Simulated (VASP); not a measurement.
Band structure of KTaO₃ (cubic perovskite). These are PW91 GGA, VASP's PBE PAW potentials (set 64) (plane waves; VASP) values and carry that method's errors.

Unless said otherwise, spin-orbit coupling is left out, though it shifts the bands of the heavy elements here.

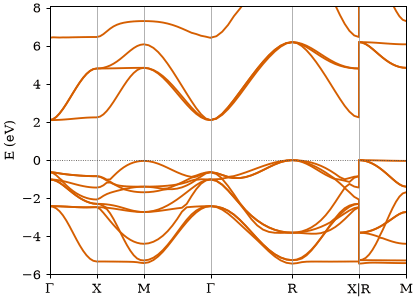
Figure. Bands along high-symmetry lines, zero at the valence-band maximum or, without a gap, the Fermi level

Question: Read the plot: is there a gap, and where are the band edges?

Answer: The gap is indirect, 2.10 eV, from the valence maximum at R to the conduction minimum at Γ. (Edges off the drawn lines would not show.)

Measured: gap 3.64 eV (computed value off by -1.54 eV), as given by Burak Himmetoglu et al., Journal of Physics Condensed Matter (2016), arXiv:1601.06205.

The compound is KTaO3 in the cubic perovskite structure. It was relaxed first.
